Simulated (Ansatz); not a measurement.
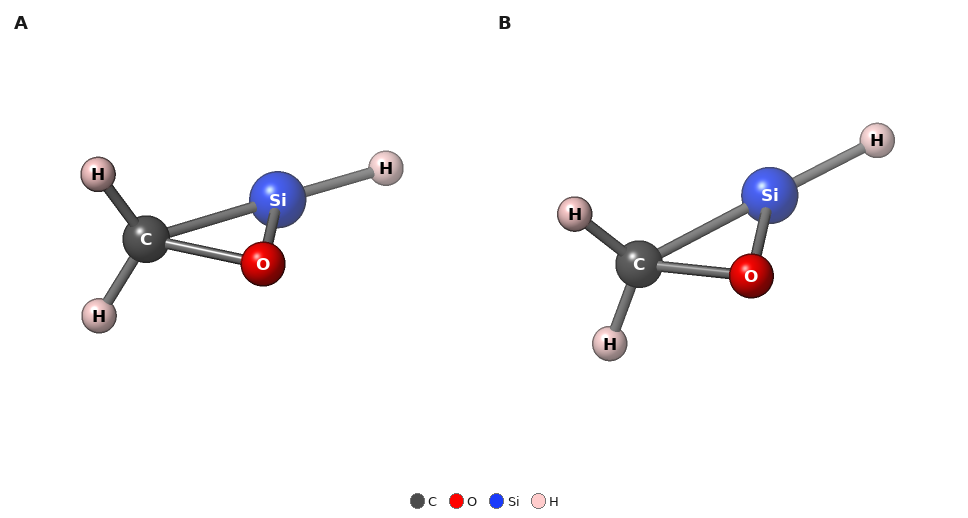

Distant atoms are faded towards the background colour. Charge +1, singlet. Computed geometry: PBE-D4/def2-SVP optimisation. No frequency run is at hand to confirm it as a minimum.

How are A and B related: the same structure turned, mirror images, conformers, diastereomers or constitutional isomers?

They are the same structure, CH3OSi (charge +1), seen from two directions. With point group Cs it is achiral, so its mirror image would be the same too.
